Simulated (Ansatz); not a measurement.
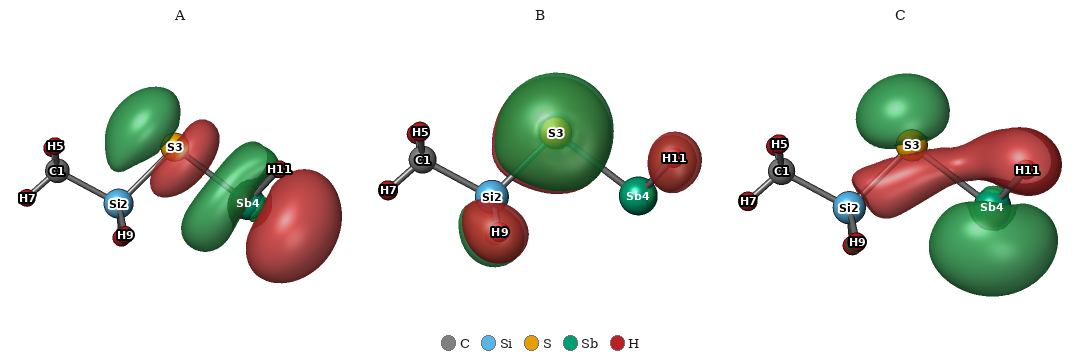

Figure. CH$_{7}$SSbSi (SMILES C[SiH2][S][SbH2]). Three frontier orbitals at ±0.08 Å⁻³ᐟ² (green and red are the two phases), in no order.

Core potentials replace the inner electrons of Sb.

The calculation used Ansatz 0.2.0, RKS PBE-D4/def2-SVP.

Input

```
crystal:
  periodic: [false, false, false]
  atoms:
    - { symbol: C, position_ang: [-0.6805, 1.9736, 0.3924] }
    - { symbol: Si, position_ang: [-0.5521, 0.2275, -0.1223] }
    - { symbol: S, position_ang: [1.5021, -0.244, -0.3375] }
    - { symbol: Sb, position_ang: [1.1131, -2.554, -0.9518] }
    - { symbol: H, position_ang: [-0.2129, 2.1766, 1.332] }
    - { symbol: H, position_ang: [-0.2741, 2.6836, -0.3966] }
    - { symbol: H, position_ang: [-1.7784, 2.2678, 0.4895] }
    - { symbol: H, position_ang: [-1.192, 0.0306, -1.4126] }
    - { symbol: H, position_ang: [-1.1482, -0.6111, 0.9506] }
    - { symbol: H, position_ang: [2.7122, -3.0441, -0.6498] }
    - { symbol: H, position_ang: [0.576, -2.9636, 0.7267] }
basis:
  gaussian: { orbitals: def2-SVP }
hamiltonian:
  xc: pbe
  dispersion: d4
relax:
  f_tol: 0.015
  max_steps: 40
output:
  orbitals: {}
```

Command:

```sh
ansatz run input.yaml --threads 2 --pin off --max-ram 3072MiB --backend cpu --events-out ev --progress --plain --runs-dir out
```

The fields are those of the run's last geometry, not of the input's.

**Which picture is the HOMO−1, the HOMO and the LUMO?**

C is the HOMO−1 (−6.40 eV). By Hirshfeld shares it lies mainly on Sb4 (about 55 %), S3 (about 25 %), H10 (about 5 %) and H11 (about 5 %). B is the HOMO (−5.75 eV). Its weight (Hirshfeld) is mainly on S3 (about 75 %); largely a lone pair of S3. A is the LUMO (−2.07 eV). By Hirshfeld shares it lies mainly on Sb4 (about 60 %) and S3 (about 30 %).

**What is the HOMO–LUMO gap?**

3.68 eV between the orbital energies.
